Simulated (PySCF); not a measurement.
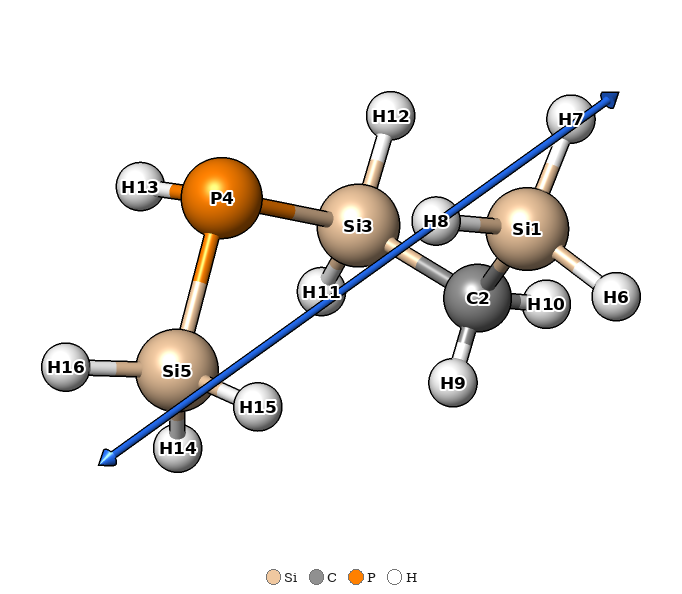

The double arrow shows the direction of the transition dipole to excited singlet state 3 (its length means nothing). The geometry was computed by an optimisation with GFN2-xTB. No frequency run is at hand to confirm it as a minimum. Method: TDDFT B3LYP/def2-SVPD, vertical, gas phase, core orbitals frozen in the response (PySCF 2.14.0).

Where does the transition lie, and how strong is it?

Answer. 6.26 eV (198 nm), oscillator strength 0.054, mainly HOMO → LUMO+2 (weight 0.75); transition dipole 1.51 D.

The geometry is semi-empirical. Around P, Si such bond lengths and angles can be off by a tenth of an ångström or more and by several degrees, and values that hang on the shape move with them.
